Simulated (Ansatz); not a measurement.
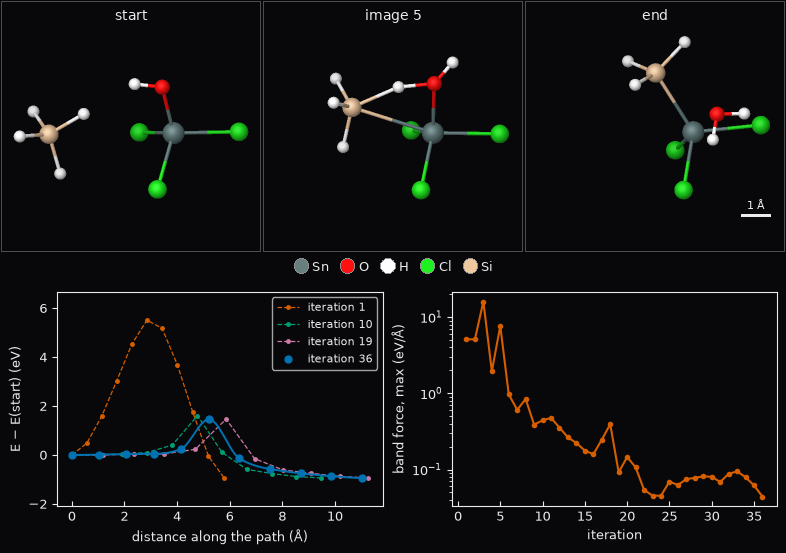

A search for the minimum-energy path of SnSiH5OCl3 by the nudged elastic band. Images are numbered from 0 (start) to 10 (end). The plot follows the band through its iterations. The picture is a ball-and-stick view, seen from a free direction.

These are results of RKS PBE0/def2-SVP (Ansatz), not measurements. Run with 9 movable images; climbing image; force threshold 0.05 eV/Å; iteration limit 51; starting path by straight interpolation.

Judge this run.

The run is converged, with reservations. The band converged in 36 iterations. The largest component of the band force went from 5.1 to 0.044 eV/Å. The climbing image converged on the top of the path. Its curvatures weren't checked. The straight starting path can push atoms close together and costs iterations. The first iteration put the highest image at 5.51 eV. Forward barrier 1.46 eV, backward barrier 2.39 eV, with image 5 at the top; the reaction energy is −0.94 eV.

Cost: 14 min on 4 threads of Arm Neoverse V2, on a shared host, peak memory 0.53 GiB.
